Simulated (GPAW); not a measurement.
**CaMoO4 (I4_1/a): G0W0 with GPAW, start to end**

How does a plane-wave GW calculation on CaMoO4 (I4_1/a) run from the first input to the gap?

Program: GPAW 26.7.0. Level of theory: LDA and many-body steps on it, plane waves. Results are calculated unless marked as measured.

**What was measured.**

- Gap 4.5 ± 0.05 eV: direct optical gap from absorption edge; optical absorption; bulk crystal (thin platelet cleaved from flux-grown single crystal) (“The high-pressure behavior of CaMoO4”, 2017, arxiv:1709.09825).

### Step 1. The starting structure

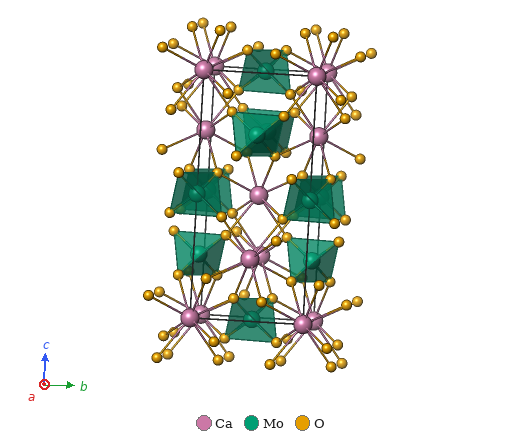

Start, viewed slightly off an axis; calcium pink, molybdenum teal, oxygen orange. This picture shows the conventional cell, with its axes. Some periodic images of atoms are drawn too.

The cell and positions come from the Crystallography Open Database and are kept as given unless a step says otherwise.

### Step 2. Ground state

This step: GPAW 26.7.0; DFT, LDA, plane waves, PAW.

The ground-state density comes first.

run.py

```python
import json
import numpy as np
from gpaw.mpi import world
from ase import Atoms
from gpaw import GPAW, PW, FermiDirac

atoms = Atoms(['Ca', 'Ca', 'Mo', 'Mo', 'O', 'O', 'O', 'O', 'O', 'O', 'O', 'O'],
    cell=[[-2.6118000000, 2.6118000000, 5.7142500000],
      [2.6118000000, -2.6118000000, 5.7142500000],
      [2.6118000000, 2.6118000000, -5.7142500000]],
    scaled_positions=[[0.7500000000, 0.2500000000, 0.5000000000],
      [0.0000000000, 0.0000000000, 0.0000000000],
      [0.2500000000, 0.7500000000, 0.5000000000],
      [0.5000000000, 0.5000000000, 0.0000000000],
      [0.5777600000, 0.9824600000, 0.8914200000],
      [0.7324600000, 0.3410400000, 0.9047000000],
      [0.0910400000, 0.6863400000, 0.1085800000],
      [0.4363400000, 0.8277600000, 0.0953000000],
      [0.1722400000, 0.2675400000, 0.6085800000],
      [0.0175400000, 0.9089600000, 0.5953000000],
      [0.6589600000, 0.5636600000, 0.3914200000],
      [0.3136600000, 0.4222400000, 0.4047000000]],
    pbc=(True, True, True))
calc = GPAW(mode=PW(600),
    xc='LDA',
    kpts={'size': (6, 6, 6), 'gamma': True},
    occupations=FermiDirac(0.001),
    nbands=-12,
    convergence={'density': 1e-6, 'bands': -3},
    maxiter=100,
    txt='gs.txt')
atoms.calc = calc
res = {'energy': atoms.get_potential_energy(), 'forces': atoms.get_forces(), 'stress': atoms.get_stress()}
kpts = calc.get_ibz_k_points()
res['kpts'] = kpts
res['eigenvalues'] = [calc.get_eigenvalues(kpt=k) for k in range(len(kpts))]
res['n_electrons'] = calc.get_number_of_electrons()
calc.write('gs.gpw')

if world.rank == 0:
    with open('result.json', 'w') as f:
        json.dump(res, f, default=lambda x: x.tolist())
```

Run with:

```sh
$ mpirun -n 8 gpaw python run.py
```

Numbers of over 12 decimals in the logs are rounded to 6 here.

The log of the run:

```text
__  _  _
 | _ |_)|_||  |
 |__||  | ||/\| - 26.7.0

Input parameters:
  mode=PW(ecut=600.0),
  convergence={'density': 1e-06, 'bands': -3},
  kpts=MonkhorstPack(size=(6, 6, 6), gamma=True),
  maxiter=100,
  nbands=-12,
  occupations=Occupations(name='fermi-dirac', width=0.001, fixmagmom=False),
  xc=XC(name='LDA')
  [... matrices ...]
Diagonalizing LCAO Hamiltonian
Converting LCAO to pw mode

          O
        MoO
                 O
         Ca
           O OMo
           O
                 O

        Ca   O

Atoms  # Å, Bohr magnetons
|    | symbol |        x |         y |         z |    initial magnetic moments |
|  0 |     Ca | 0.000000 |  2.611800 |  2.857125 | ( 0.0000,  0.0000,  0.0000) |
|  1 |     Ca | 0.000000 |  0.000000 |  0.000000 | ( 0.0000,  0.0000,  0.0000) |
|  2 |     Mo | 2.611800 |  0.000000 |  2.857125 | ( 0.0000,  0.0000,  0.0000) |
|  3 |     Mo | 0.000000 |  0.000000 |  5.714250 | ( 0.0000,  0.0000,  0.0000) |
|  4 |      O | 3.385206 |  1.271215 |  3.821690 | ( 0.0000,  0.0000,  0.0000) |
|  5 |      O | 1.340585 |  3.385206 |  0.964565 | ( 0.0000,  0.0000,  0.0000) |
|  6 |      O | 1.838394 | -1.271215 |  3.821690 | ( 0.0000,  0.0000,  0.0000) |
|  7 |      O | 1.271215 | -0.773406 |  6.678815 | ( 0.0000,  0.0000,  0.0000) |
|  8 |      O | 1.838394 |  1.340585 | -0.964565 | ( 0.0000,  0.0000,  0.0000) |
|  9 |      O | 3.883015 | -0.773406 |  1.892560 | ( 0.0000,  0.0000,  0.0000) |
| 10 |      O | 0.773406 |  1.271215 |  4.749685 | ( 0.0000,  0.0000,  0.0000) |
| 11 |      O | 1.340585 |  0.773406 |  1.892560 | ( 0.0000,  0.0000,  0.0000) |

Unit cell  # Å
| periodic |         x |         y |         z |  lengths |     angles |
|      yes | -2.611800 |  2.611800 |  5.714250 | 6.804091 | 134.854362 |
|      yes |  2.611800 | -2.611800 |  5.714250 | 6.804091 | 134.854362 |
|      yes |  2.611800 |  2.611800 | -5.714250 | 6.804091 |  65.756573 |

Number of symmetries: 4
Symmetry operations  # r_c * U_cc + t_c -> r_c
|   | kind |            matrix            |
| 0 |  E   |  1, 0, 0,  0, 1, 0,  0, 0, 1 |
| 1 |  C2  |  0, 1, 0,  1, 0, 0, -1,-1,-1 |
| 2 |  S4  |  0, 0, 1, -1,-1,-1,  0, 1, 0 |
| 3 |  S4  | -1,-1,-1,  0, 0, 1,  1, 0, 0 |

BZ-sampling:
  Number of BZ points: 216
  Number of IBZ points: 36

  Monkhorst-Pack size: [6, 6, 6]
  Monkhorst-Pack shift: [0.083333, 0.083333, 0.083333]

K-points  # in reciprocal-cell coordinates
|     |                                coordinates |     weight |
|   0 | (  0.00000000,   0.00000000,   0.00000000) | 0.00462963 |
|   1 | (  0.16666667,  -0.16666667,   0.00000000) | 0.01851852 |
|   2 | (  0.16666667,  -0.16666667,   0.16666667) | 0.01851852 |
|   3 | (  0.16666667,   0.00000000,   0.00000000) | 0.03703704 |
|   4 | (  0.16666667,   0.16666667,  -0.16666667) | 0.00925926 |
|   5 | (  0.33333333,  -0.33333333,  -0.16666667) | 0.01851852 |
|   6 | (  0.33333333,  -0.33333333,   0.00000000) | 0.01851852 |
|   7 | (  0.33333333,  -0.33333333,   0.16666667) | 0.01851852 |
|   8 | (  0.33333333,  -0.33333333,   0.33333333) | 0.01851852 |
|   9 | (  0.33333333,  -0.16666667,  -0.16666667) | 0.03703704 |
| ... |                                            |            |
|  35 | (  0.50000000,   0.50000000,   0.50000000) | 0.00462963 |

Plane wave coefficients: 5235
Cutoff: 600.0 eV

Spin-components: 1 (collinear spins)
Bands:           60
Projectors:      62
Spin-degeneracy: 2
Datatype:        complex128

  Storage: CPU
  Wave functions: 179_124_480 bytes (22_390_560 per core)
  Projectors: 110_460_096 bytes (13_807_512 per core)
  [... matrices ...]
Parallelization:
  kpt:    4
  domain: 2
  band:   1

Density:
  Valence electrons: 96.0
  Components: 1
  Grid points: [40 40 40]
  Charge: 0.0  # |e|

Potential:
  Grid points: [40 40 40]

species:
  Ca:
    name:    Calcium
    Z:       20.0
    valence: 10
    core:    10
    charge:  0.0  # [|e|]
    compensation charges:
      type: gauss
      rc: 0.37  # [Å]
      lmax: 2
    cutoffs:
      filter: 2.10  # [Å]
      core: 1.17  # [Å]
    projectors
    | kind |    occ | energy [eV] | rcut [Å] |
    |   3s |  2.000 |     -46.826 |    1.175 |
    |   4s |  2.000 |      -3.864 |    1.175 |
    |   3p |  6.000 |     -27.986 |    1.154 |
    |    p |        |      -0.774 |    1.154 |
    |    d |        |       0.000 |    0.937 |

    Using partial waves for Ca as LCAO basis

  Mo:
    name:    Molybdenum
    Z:       42.0
    valence: 14
    core:    28
    charge:  0.0  # [|e|]
    compensation charges:
      type: gauss
      rc: 0.38  # [Å]
      lmax: 2
    cutoffs:
      filter: 2.16  # [Å]
      core: 1.42  # [Å]
    projectors
    | kind |    occ | energy [eV] | rcut [Å] |
    |   4s |  2.000 |     -64.384 |    1.238 |
    |   5s |  1.000 |      -4.319 |    1.238 |
    |   4p |  6.000 |     -38.595 |    1.296 |
    |   5p |  0.000 |      -1.161 |    1.296 |
    |   4d |  5.000 |      -3.933 |    1.296 |
    |    d |        |      23.278 |    1.296 |

    Using partial waves for Mo as LCAO basis

  O:
    name:    Oxygen
    Z:       8.0
    valence: 6
    core:    2
    charge:  0.0  # [|e|]
    compensation charges:
      type: gauss
      rc: 0.21  # [Å]
      lmax: 2
    cutoffs:
      filter: 1.17  # [Å]
      core: 0.83  # [Å]
    projectors
    | kind |    occ | energy [eV] | rcut [Å] |
    |   2s |  2.000 |     -23.752 |    0.688 |
    |   2p |  4.000 |      -9.195 |    0.598 |
    |    s |        |       3.459 |    0.688 |
    |    p |        |      18.016 |    0.598 |
    |    d |        |       0.000 |    0.619 |

    Using partial waves for O as LCAO basis

Reference energy: -273195.716331  # eV

eigensolver:
  PPCG
  Converge bands: -3
  niter=2

density mixing:
  MSR1-Mixer
  Pratt-step length: 0.05
  Maximum mixing coefficient: 0.75
  Old densities: 10
  SVD Regularization: 0.005
  Good broyden scale: 1.0
  Trust region scale: 1.0
  Backstep threshold: 4.0
  History deletion threshold: 6.0
  Fourier metric: weight=20.0, sigma=0.015

occupation numbers:
  Fermi-Dirac:
    width: 0.0010  # eV

poisson solver:
  ecut: 4800.0  # eV

xc functional:
  name: None

Initialization done in: 22.074 s

convergence criteria:
- Maximum integral of absolute [dens]ity change: 1e-06 electrons / valence electron
- Maximum [total energy] change in last 3 cyles: 0.0005 eV / valence electron
- Maximum integral of absolute [eigenst]ate change: 4e-08 eV^2 / valence electron
maximum number of iterations: 100

SCF iterations
|iter     |     time |      energy | eigst |  dens |
|iter:   1|  | -129.979234 | +0.70 |       |
|iter:   2|  | -122.769563 | -0.16 | -0.78 |
|iter:   3|  | -109.992183 | +0.36 | -0.85 |
|iter:   4|  | -108.509003 | -0.44 | -1.34 |
|iter:   5|  | -108.385669 | -1.42 | -1.62 |
|iter:   6|  | -108.373080 | -1.94 | -2.00 |
|iter:   7|  | -108.372649c| -2.36 | -2.79 |
|iter:   8|  | -108.372482c| -2.72 | -3.23 |
|iter:   9|  | -108.372477c| -3.05 | -3.95 |
|iter:  10|  | -108.372477c| -3.43 | -4.50 |
|iter:  11|  | -108.372477c| -3.76 | -5.09 |
|iter:  12|  | -108.372477c| -4.08 | -5.84 |
|iter:  13|  | -108.372477c| -4.39 | -6.31c|
|iter:  14|  | -108.372477c| -4.64 | -6.85c|
|iter:  15|  | -108.372477c| -4.99 | -7.59c|
|iter:  16|  | -108.372477c| -5.29 | -8.00c|
|iter:  17|  | -108.372477c| -5.63 | -8.81c|
|iter:  18|  | -108.372477c| -5.90 | -9.35c|
|iter:  19|  | -108.372477c| -6.23 | -9.54c|
|iter:  20|  | -108.372477c| -6.50 | -9.78c|
|iter:  21|  | -108.372477c| -6.79 |-10.17c|
|iter:  22|  | -108.372477c| -7.03 |-10.59c|
|iter:  23|  | -108.372477c| -7.33 |-11.16c|
|iter:  24|  | -108.372477c| -7.56c|-11.47c|

Converged in 24 steps
SCF loop duration: 188.929 s (7.872 s/step)
Energy contributions relative to reference atoms: (reference = -273195.716331)
  [... matrices ...]
Energy contributions:
  Kinetic:          40.110595
  Coulomb:         -60.624011
  Zero:             -1.636945
  External:          0.000000
  Xc:              -86.222117
  Entropy:          -0.000000
  Spinorbit:         0.000000
  ----------------------------
  Free energy:    -108.372477
  Extrapolated:   -108.372477

dipole moment: (-1.563433, -35.607691, 2.818567)  # |e|*Ang

Fermi level: 5.426
Eigenvalues  # (at kpt = [0.000, 0.000, 0.000])
| band index |      eig [eV] | occ [0-2] |
|          0 |       -57.206 |     2.000 |
|        ... |               |           |
|         40 |         2.393 |     2.000 |
|         41 |         2.393 |     2.000 |
|         42 |         2.443 |     2.000 |
|         43 |         2.443 |     2.000 |
|         44 |         2.899 |     2.000 |
|         45 |         3.264 |     2.000 |
|         46 |         3.598 |     2.000 |
|         47 |         3.598 |     2.000 |
|         48 |         6.952 |     0.000 |
[...]
|         55 |         9.598 |     0.000 |
|        ... |               |           |
|         59 |        11.322 |     0.000 |

Gap: 3.354 eV
Transition (v -> c):
  (s=0, k=0, n=47, [0.00, 0.00, 0.00]) -> (s=0, k=0, n=48, [0.00, 0.00, 0.00])
No difference between direct/indirect transitions

Forces  # eV/Ang
|        x |        y |        z |
|  0.00000 |  0.00000 |  0.00000 |  # Ca   0
|  0.00000 |  0.00000 |  0.00000 |  # Ca   1
|  0.00000 |  0.00000 |  0.00000 |  # Mo   2
|  0.00000 |  0.00000 |  0.00000 |  # Mo   3
| -0.26559 | -0.48441 | -0.33018 |  # O    4
|  0.48441 | -0.26559 | -0.33018 |  # O    5
|  0.26559 |  0.48441 | -0.33018 |  # O    6
| -0.48441 |  0.26559 | -0.33018 |  # O    7
|  0.26559 |  0.48441 |  0.33018 |  # O    8
| -0.48441 |  0.26559 |  0.33018 |  # O    9
| -0.26559 | -0.48441 |  0.33018 |  # O   10
|  0.48441 | -0.26559 |  0.33018 |  # O   11

Force computation time: 0.664  # s

Stress tensor  # eV/Ang^3
|         x |         y |         z |
|  0.081741 |  0.000000 | -0.000000 |
|  0.000000 |  0.081741 | -0.000000 |
| -0.000000 | -0.000000 |  0.080988 |

Stress computation time: 3.145  # s

# Writing to gs.gpw (mode='')
  [... matrices ...]
```

Run time: 3.7 min. Hardware: 8 MPI ranks of Arm Neoverse V1, shared host; peak memory 2 GiB.

This step gave:

* total energy: -108.3725 eV
* gap: 3.354 eV
* k of the valence top: 0, 0, 0
* k of the conduction bottom: 0, 0, 0
* least direct gap: 3.354 eV
* pressure: -13.06 GPa

The gap is direct, at Γ. The pressure of -13 GPa says that this functional would shrink the cell; it is kept.

### Step 3. Bands along the symmetry lines

The cheap functional maps the bands first; the places of the edges decide which points the dearer methods must see.

run.py

```python
import json
import numpy as np
from gpaw.mpi import world
from gpaw import GPAW

path = [[0.000000, 0.000000, 0.000000],
    [0.000000, 0.000000, 0.062500],
    [0.000000, 0.000000, 0.125000],
    [0.000000, 0.000000, 0.187500],
    [0.000000, 0.000000, 0.250000],
    [0.000000, 0.000000, 0.312500],
    [0.000000, 0.000000, 0.375000],
    [0.000000, 0.000000, 0.437500],
    [0.000000, 0.000000, 0.500000],
    [0.031250, 0.031250, 0.468750],
    [0.062500, 0.062500, 0.437500],
    [0.093750, 0.093750, 0.406250],
    [0.125000, 0.125000, 0.375000],
    [0.156250, 0.156250, 0.343750],
    [0.187500, 0.187500, 0.312500],
    [0.218750, 0.218750, 0.281250],
    [0.250000, 0.250000, 0.250000],
    [0.218750, 0.281250, 0.218750],
    [0.187500, 0.312500, 0.187500],
    [0.156250, 0.343750, 0.156250],
    [0.125000, 0.375000, 0.125000],
    [0.093750, 0.406250, 0.093750],
    [0.062500, 0.437500, 0.062500],
    [0.031250, 0.468750, 0.031250],
    [0.000000, 0.500000, 0.000000],
    [0.000000, 0.437500, 0.000000],
    [0.000000, 0.375000, 0.000000],
    [0.000000, 0.312500, 0.000000],
    [0.000000, 0.250000, 0.000000],
    [0.000000, 0.187500, 0.000000],
    [0.000000, 0.125000, 0.000000],
    [0.000000, 0.062500, 0.000000],
    [0.000000, 0.000000, 0.000000],
    [0.062500, 0.062500, -0.062500],
    [0.125000, 0.125000, -0.125000],
    [0.187500, 0.187500, -0.187500],
    [0.250000, 0.250000, -0.250000],
    [0.312500, 0.312500, -0.312500],
    [0.375000, 0.375000, -0.375000],
    [0.437500, 0.437500, -0.437500],
    [0.500000, 0.500000, -0.500000],
    [0.475278, 0.524722, -0.475278],
    [0.450557, 0.549443, -0.450557],
    [0.425835, 0.574165, -0.425835],
    [0.401114, 0.598886, -0.401114],
    [0.376392, 0.623608, -0.376392],
    [0.351671, 0.648329, -0.351671],
    [0.326949, 0.673051, -0.326949],
    [0.302228, 0.697772, -0.302228],
    [-0.302228, 0.302228, 0.302228],
    [-0.264449, 0.264449, 0.264449],
    [-0.226671, 0.226671, 0.226671],
    [-0.188892, 0.188892, 0.188892],
    [-0.151114, 0.151114, 0.151114],
    [-0.113335, 0.113335, 0.113335],
    [-0.075557, 0.075557, 0.075557],
    [-0.037778, 0.037778, 0.037778],
    [0.000000, 0.000000, 0.000000],
    [0.000000, 0.000000, 0.500000],
    [-0.013057, 0.013057, 0.500000],
    [-0.026114, 0.026114, 0.500000],
    [-0.039171, 0.039171, 0.500000],
    [-0.052228, 0.052228, 0.500000],
    [-0.065285, 0.065285, 0.500000],
    [-0.078342, 0.078342, 0.500000],
    [-0.091399, 0.091399, 0.500000],
    [-0.104456, 0.104456, 0.500000],
    [0.500000, 0.500000, -0.104456],
    [0.500000, 0.500000, -0.153899],
    [0.500000, 0.500000, -0.203342],
    [0.500000, 0.500000, -0.252785],
    [0.500000, 0.500000, -0.302228],
    [0.500000, 0.500000, -0.351671],
    [0.500000, 0.500000, -0.401114],
    [0.500000, 0.500000, -0.450557],
    [0.500000, 0.500000, -0.500000]]
calc = GPAW('gs.gpw').fixed_density(kpts=path,
    symmetry='off',
    nbands=58,
    convergence={'bands': 54},
    txt='bands.txt')
res = {}
kpts = calc.get_ibz_k_points()
res['kpts'] = kpts
res['eigenvalues'] = [calc.get_eigenvalues(kpt=k) for k in range(len(kpts))]
res['n_electrons'] = calc.get_number_of_electrons()

if world.rank == 0:
    with open('result.json', 'w') as f:
        json.dump(res, f, default=lambda x: x.tolist())
```

Run with:

```sh
$ mpirun -n 8 gpaw python run.py
```

The log of the run:

```text
Diagonalizing LCAO Hamiltonian
Converting LCAO to pw mode
convergence criteria:
- Maximum integral of absolute [eigenst]ate change: 4e-08 eV^2 / valence electron
maximum number of iterations: 100

SCF iterations
|iter     |     time |      energy | eigst |  dens |
|iter:   1|  |             | +0.73 |       |
|iter:   2|  |             | -0.33 |       |
|iter:   3|  |             | -0.98 |       |
[...]
|iter:  19|  |             | -7.00 |       |
|iter:  20|  |             | -7.29 |       |
|iter:  21|  |             | -7.46c|       |
SCF steps: 21
  __  _  _
 | _ |_)|_||  |
 |__||  | ||/\| - 26.7.0

Input parameters:
  mode=PW(ecut=600.0),
  convergence={'bands': 54},
  gpts=array([40, 40, 40]),
  kpts=KPoints(kpts=array([[ 0.      ,  0.      ,  0.      ],
         [ 0.      ,  0.      ,  0.0625  ],
         [ 0.      ,  0.      ,  0.125   ],
         [ 0.      ,  0.      ,  0.1875  ],
[...]
[ 0.475278,  0.524722, -0.475278],
         [ 0.450557,  0.549443, -0.450557],
         [ 0.425835,  0.574165, -0.425835],
[...]
[ 0.326949,  0.673051, -0.326949],
         [ 0.302228,  0.697772, -0.302228],
         [-0.302228,  0.302228,  0.302228],
         [-0.264449,  0.264449,  0.264449],
         [-0.226671,  0.226671,  0.226671],
[...]
[-0.075557,  0.075557,  0.075557],
         [-0.037778,  0.037778,  0.037778],
         [ 0.      ,  0.      ,  0.      ],
         [ 0.      ,  0.      ,  0.5     ],
         [-0.013057,  0.013057,  0.5     ],
         [-0.026114,  0.026114,  0.5     ],
         [-0.039171,  0.039171,  0.5     ],
[...]
[-0.091399,  0.091399,  0.5     ],
         [-0.104456,  0.104456,  0.5     ],
         [ 0.5     ,  0.5     , -0.104456],
         [ 0.5     ,  0.5     , -0.153899],
         [ 0.5     ,  0.5     , -0.203342],
[...]
[ 0.5     ,  0.5     , -0.401114],
         [ 0.5     ,  0.5     , -0.450557],
         [ 0.5     ,  0.5     , -0.5     ]])),
  maxiter=100,
  nbands=58,
  occupations=Occupations(name='fermi-dirac', width=0.001, fixmagmom=False),
  parallel={},
  symmetry=Symmetry(point_group=False, time_reversal=False),
  xc=XC(name='LDA')
```

Wall time 5.3 min (8 MPI ranks); peak memory 3 GiB; 34 min of CPU time.

Numbers from this step:

- gap: 3.354 eV
- k of the valence top: 0, 0, 0
- k of the conduction bottom: 0, 0, 0
- least direct gap: 3.354 eV

The gap is 3.354 eV, as in the run before at this level.

Electronic bands along the path, in eV, zero at the top of the highest filled band:

```tsv
point	band 45	band 46	band 47	band 48	band 49	band 50	band 51	band 52
Γ	-0.70	-0.33	0.00	0.00	3.35	3.79	4.12	4.16
X	-0.57	-0.57	-0.46	-0.46	3.68	3.68	4.22	4.22
P	-0.56	-0.56	-0.50	-0.50	3.68	3.68	4.22	4.22
N	-0.62	-0.56	-0.34	-0.27	3.74	3.91	3.98	4.18
Γ	-0.70	-0.33	0.00	0.00	3.35	3.79	4.12	4.16
M	-0.44	-0.44	-0.07	-0.07	3.58	3.58	3.85	3.85
S	-0.60	-0.47	-0.33	-0.15	3.77	3.82	3.98	4.05
jump to S0	-0.60	-0.47	-0.33	-0.15	3.77	3.82	3.98	4.05
Γ	-0.70	-0.33	0.00	0.00	3.35	3.79	4.12	4.16
jump to X	-0.57	-0.57	-0.46	-0.46	3.68	3.68	4.22	4.22
R	-0.64	-0.53	-0.41	-0.34	3.64	3.78	4.14	4.18
jump to G	-0.64	-0.53	-0.41	-0.34	3.64	3.78	4.14	4.18
M	-0.44	-0.44	-0.07	-0.07	3.58	3.58	3.85	3.85
```

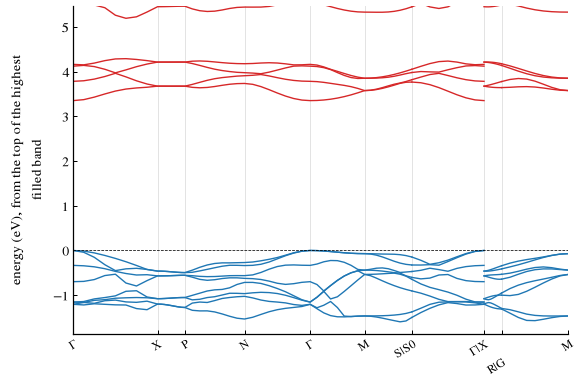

Electronic bands along the path; lines of filled and empty bands in two colours.

### Step 4. Empty states on the mesh, 4×4×4 mesh, 726 bands

The sums over transitions need many empty states on a uniform mesh; this step solves for them.

run.py

```python
import json
import numpy as np
from gpaw.mpi import world
from gpaw import GPAW

calc = GPAW('gs.gpw').fixed_density(kpts={'size': (4, 4, 4), 'gamma': True},
    parallel={'domain': 1, 'band': 1},
    txt='nscf.txt')
calc.diagonalize_full_hamiltonian(nbands=726)
calc.write('full.gpw', mode='all')
res = {}
kpts = calc.get_ibz_k_points()
res['kpts'] = kpts
res['eigenvalues'] = [calc.get_eigenvalues(kpt=k) for k in range(len(kpts))]
res['n_electrons'] = calc.get_number_of_electrons()

if world.rank == 0:
    with open('result.json', 'w') as f:
        json.dump(res, f, default=lambda x: x.tolist())
```

Run with:

```sh
$ mpirun -n 8 gpaw python run.py
```

The log of the run:

```text
Diagonalizing LCAO Hamiltonian
Converting LCAO to pw mode
convergence criteria:
- Maximum integral of absolute [eigenst]ate change: 4e-08 eV^2 / valence electron
maximum number of iterations: 100

SCF iterations
|iter     |     time |      energy | eigst |  dens |
|iter:   1|  |             | +0.86 |       |
|iter:   2|  |             | -0.23 |       |
|iter:   3|  |             | -0.82 |       |
[...]
|iter:  22|  |             | -7.22 |       |
|iter:  23|  |             | -7.34 |       |
|iter:  24|  |             | -7.44c|       |
SCF steps: 24
  __  _  _
 | _ |_)|_||  |
 |__||  | ||/\| - 26.7.0

Input parameters:
  mode=PW(ecut=600.0),
  convergence={'density': 1e-06, 'bands': -3},
  gpts=array([40, 40, 40]),
  kpts=MonkhorstPack(size=(4, 4, 4), gamma=True),
  maxiter=100,
  nbands=60,
  occupations=Occupations(name='fermi-dirac', width=0.001, fixmagmom=False),
  parallel={'domain': 1, 'band': 1},
  xc=XC(name='LDA')
Matrix size: 5183x5183
# Writing to full.gpw (mode='all')
  [... matrices ...]

timing:  # [seconds]
  Total: 476.229  # ━━━━━━━━━━━━━━━━━━━━━━━━━━━━━━━━━━━━━━━━━━━━━━━━━━━━━━━━━
```

Wall time 9.3 min (8 MPI ranks); peak memory 19 GiB.

Numbers from this step:

| Quantity | Value |
| --- | --- |
| gap | 3.354 eV |
| k of the valence top | 0, 0, 0 |
| k of the conduction bottom | 0, 0, 0 |
| least direct gap | 3.354 eV |
| k points computed | 14 |
| lowest point of the top converged band, above the valence top | 145.5503 eV |

On this mesh the gap is 3.354 eV.

(Part 1 of 2 ends here.)

[Paths, hosts, dates, memory and timing lines, banners, echoed tables and standing remarks are left out of the program output.]

[Logs are printed without paths, hosts, clocks, repeated set-up lines and the standing remarks that a program may print on its own settings, such as how far it seeks lower states.]

[Runs of the session that timed out or met a known fault of the program may be left out.]

[Hosts, paths, dates, database ids (printed as entryN), source tags and the programs' standing remarks are cut or masked in the printed files.]
